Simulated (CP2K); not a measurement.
Consider formyloxirane at its PBE geometry (Å).

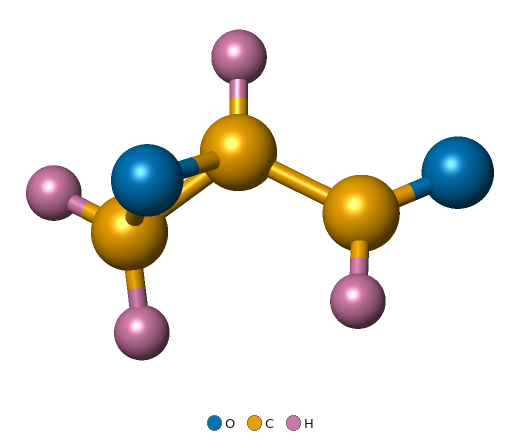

The molecule (oxygen blue, carbon orange, hydrogen pink).

```xyz
9

O     2.0050    0.1859   -1.3652
C     1.3119   -0.0442   -0.3863
C    -0.0530    0.5233   -0.1822
C    -1.1031   -0.3636    0.3836
O    -0.4791    0.6301    1.2067
H     1.6590   -0.7134    0.4409
H    -0.3458    1.3489   -0.8355
H    -2.1418   -0.1676    0.1052
H    -0.8531   -1.3994    0.6328
```

Method: CP2K XAS_TDP, all-electron GAPW, PBEh(45%), aug-cc-pVDZ, TDA, GW2X-corrected core level, no relativity.

Question: Where do the C K-edge lines lie, and how strong are they?

Leading lines: C2 288.47 eV, C3 291.87 eV and C4 290.38 eV. The leading line of an atom is its first one with 35 % of the strongest within 2.5 eV of its lowest line over the strength cut. Core ionisation energies at this level: C3 294.33, C4 294.49 and C2 295.91 eV.

The first six lines of each atom with a strength over 0.0015:

```tsv
atom	energy (eV)	states	strength, one atom	above the computed threshold
C2 (bonded to C, O and H)	288.47	1	0.0655	
	293.84	1	0.0179	
	294.58	1	0.0016	
	294.94	1	0.0024	
	295.73	1	0.0060	
	295.98	1	0.0027	yes
C3 (bonded to 2 C, O and H)	289.74	1	0.0132	
	291.87	1	0.0389	
	292.42	1	0.0255	
	292.48	1	0.0083	
	293.39	1	0.0017	
	294.13	1	0.0047	
C4 (bonded to C, O and 2 H)	290.38	1	0.0339	
	291.65	1	0.0173	
	292.20	1	0.0125	
	292.61	1	0.0224	
	293.55	1	0.0032	
	293.76	1	0.0069
```

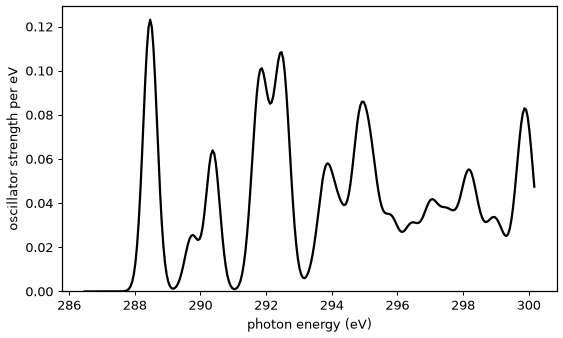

All atoms added, broadened by 0.5 eV.

Lines are vertical, at one geometry, with no vibrational structure. GW2X ionisation energies and lines can be off by 1 to 2 eV either way, and a good line position may hide errors that cancel. These values hold no scalar relativity, about 0.1 eV for C 1s. Rydberg lines, and the discretised continuum above threshold, depend on the basis and the box.

[Banner, clock and machine lines of the logs are left out without a mark of their own.]

[Logs are printed without paths, hosts, clocks, repeated set-up lines and the standing remarks that a program may print on its own settings, such as how far it seeks lower states.]

[Hosts, paths, dates, database ids (printed as entryN), source tags and the programs' standing remarks are cut or masked in the printed files.]
